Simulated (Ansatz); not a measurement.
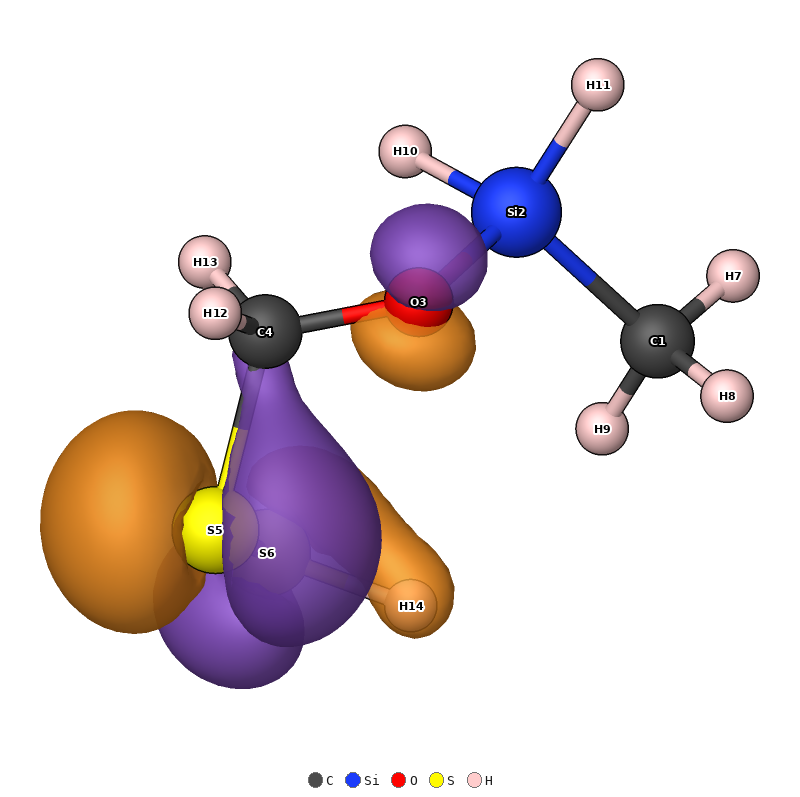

*C₂H₈OS₂Si (SMILES C[SiH2]OCSS). One frontier orbital at ±0.15 Å⁻³ᐟ² (orange and purple are the two phases), seen at a tilt.*

Theory: Ansatz, RKS PBE-D4/cc-pVDZ.

The calculation's input:

```
crystal:
  periodic: [false, false, false]
  atoms:
    - { symbol: C, position_ang: [0.2702, -2.5243, 0.1588] }
    - { symbol: Si, position_ang: [0.8515, -0.8064, -0.2922] }
    - { symbol: O, position_ang: [-0.1155, 0.4319, 0.298] }
    - { symbol: C, position_ang: [0.3844, 1.7749, 0.0135] }
    - { symbol: S, position_ang: [-0.8525, 2.9613, 0.7184] }
    - { symbol: S, position_ang: [-2.6253, 2.4743, -0.178] }
    - { symbol: H, position_ang: [0.8892, -3.2625, -0.2618] }
    - { symbol: H, position_ang: [0.2227, -2.6, 1.2254] }
    - { symbol: H, position_ang: [-0.7847, -2.6182, -0.2011] }
    - { symbol: H, position_ang: [0.9224, -0.649, -1.7407] }
    - { symbol: H, position_ang: [2.2223, -0.6239, 0.2479] }
    - { symbol: H, position_ang: [1.3142, 1.9809, 0.4694] }
    - { symbol: H, position_ang: [0.3114, 1.9632, -1.081] }
    - { symbol: H, position_ang: [-3.0233, 1.4685, 0.6522] }
basis:
  gaussian: { orbitals: cc-pVDZ }
hamiltonian:
  xc: pbe
  dispersion: d4
relax:
  f_tol: 0.015
  max_steps: 40
output:
  orbitals: {}
```

Run with:

```sh
ansatz run input.yaml --threads 2 --pin off --max-ram 3072MiB --backend cpu --events-out ev --progress --plain --runs-dir out
```

The fields are those of the relaxed geometry.

**Which orbital is it: HOMO or LUMO?**

The HOMO, at −5.73 eV. It lies mainly on S5 (about 55 %), S6 (about 20 %) and O3 (about 10 %).
